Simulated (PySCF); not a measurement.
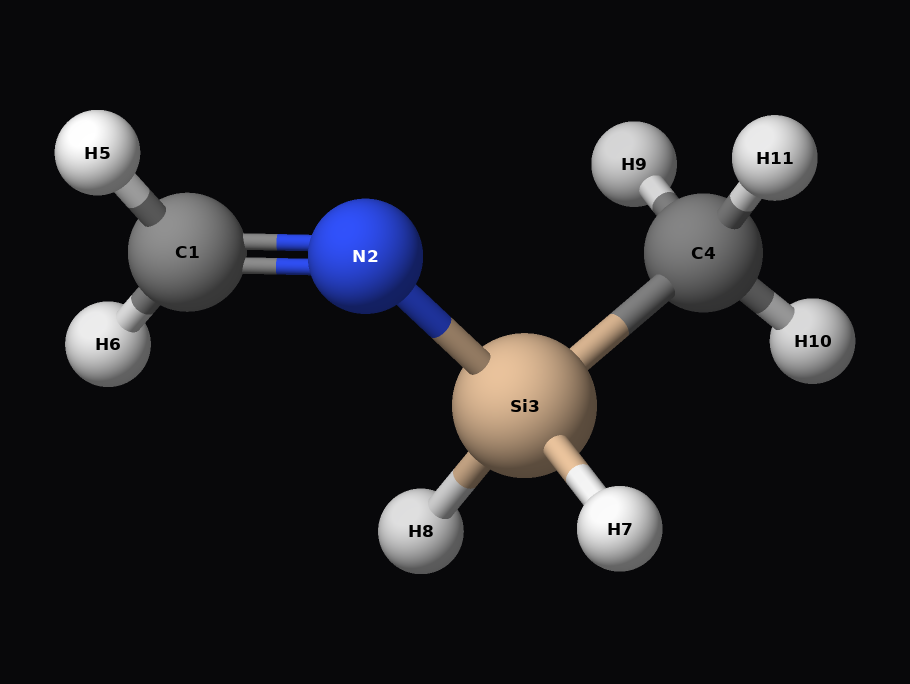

The computed structure is the end point of a PBE0-D3(BJ)/def2-SVP optimisation. No frequency run is at hand to confirm it as a minimum. Properties computed with B3LYP/def2-TZVP indirect spin-spin coupling, non-relativistic, gas phase (PySCF 2.14.0). Isotopes: 13C, 1H, 15N, 29Si.

Give the spin–spin coupling constants of these pairs, with the number of bonds between them: C1/N2, Si3/C4, C1/Si3, Si3/H6.

```json
{"pair": "C1, N2", "bonds apart": "1", "J (Hz)": "−5.3"}
{"pair": "Si3, C4", "bonds apart": "1", "J (Hz)": "−51.4"}
{"pair": "C1, Si3", "bonds apart": "2", "J (Hz)": "3.2"}
{"pair": "Si3, H6", "bonds apart": "3", "J (Hz)": "−14.4"}
```
